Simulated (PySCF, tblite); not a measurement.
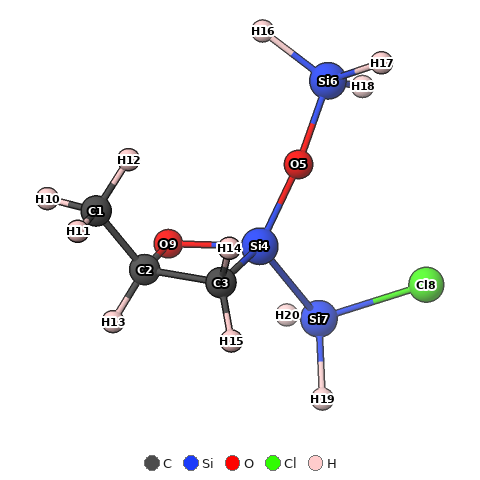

The molecule: C₃H₁₁ClO₂Si₃, SMILES C[C@@H]1C[Si@@](O[SiH3])([SiH2]Cl)O1.

GIAO shifts, PBE0/pcSseg-1, PySCF, at a GFN2-xTB geometry (a minimum by its frequencies), against TMS for ²⁹Si computed at the same level. Gas phase, fully decoupled, line heights follow the number of nuclei, widths are arbitrary (no quadrupolar broadening); values of one conformer, averaged over methyl-type rotors and exact or near symmetry; other conformers aren't averaged in.

**Which ²⁹Si signals does it give?**

3 signals.


| δ (ppm) | nuclei | atoms |
| --- | --- | --- |
| −5.3 | 1 | Si4 |
| −40.9 | 1 | Si6 |
| −49.7 | 1 | Si7 |

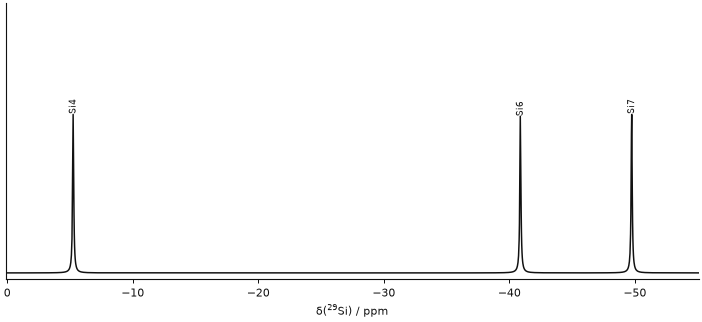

Caveats: the tight-binding geometry is rougher than a DFT one and adds to the error.
